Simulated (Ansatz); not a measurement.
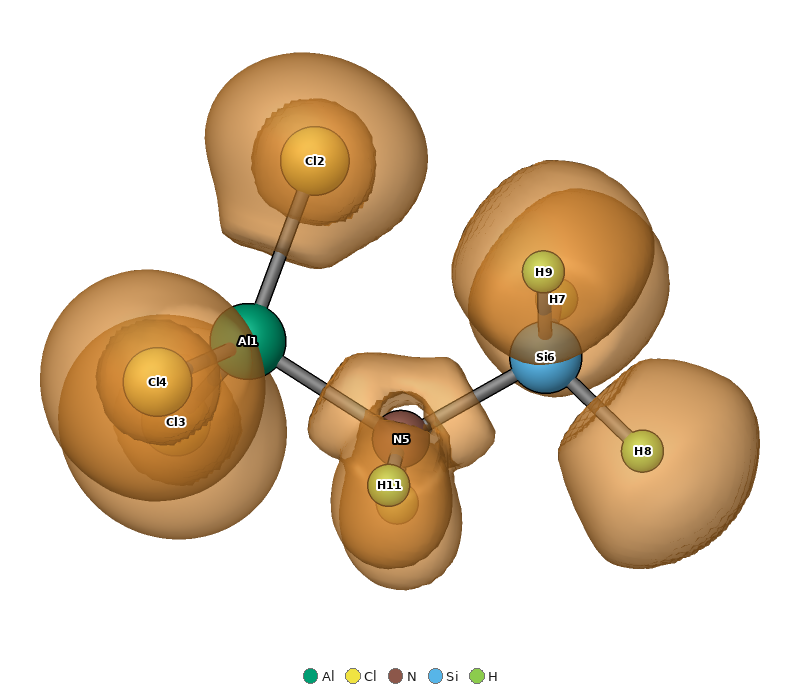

AlCl3H5NSi. Isosurface of the ELF at 0.75 (orange), seen across its widest extent. Core shells and regions of very low density are left out.

Geometry: PBE-D3(BJ)/def2-SVP.

Level of theory: Ansatz, isolated molecule in a Gaussian basis; Kohn-Sham density functional theory, functional PBE0.

Input file:

```
crystal:
  periodic: [false, false, false]
  atoms:
    - symbol: Al
      position_ang: [0.494313, 2.133284, -0.688730]
    - symbol: Cl
      position_ang: [1.013671, 1.581924, 1.312449]
    - symbol: Cl
      position_ang: [2.103748, 2.197884, -2.091056]
    - symbol: Cl
      position_ang: [-1.011804, 3.634561, -0.885561]
    - symbol: N
      position_ang: [-0.509844, 0.509920, -1.349373]
    - symbol: Si
      position_ang: [-0.716880, -0.903252, -0.189254]
    - symbol: H
      position_ang: [0.651262, -1.393654, 0.142480]
    - symbol: H
      position_ang: [-1.491151, -1.951464, -0.936535]
    - symbol: H
      position_ang: [-1.500533, -0.396671, 0.973321]
    - symbol: H
      position_ang: [-0.007063, 0.223682, -2.206582]
    - symbol: H
      position_ang: [-1.423985, 0.878675, -1.662223]
basis:
  gaussian: {orbitals: def2-SVPD}
hamiltonian: {xc: {name: PBE0}}
output: {forces: true, orbitals: {seedname: orbitals}}
```

Run with:

```sh
ansatz run input.yaml --threads 2 --pin off --max-ram 4350MiB --events-out events.jsonl --progress --plain --runs-dir runs
```

Q: Where are the electrons localised?

A: The surface consists of three regions around hydrogen nuclei, three regions on Cl in which the atom's valence shell and bonds are merged and one joined region spread over several atoms (H, N), in which their bonds and any lone pairs are merged.

Values along the shortest contacts:
Si–N (1.84 Å): the ELF peaks at about 0.95 between the atoms (a shared but strongly polarised pair). Al–N (2.02 Å): the ELF peaks at about 0.95 between the atoms: a shared but strongly polarised pair.
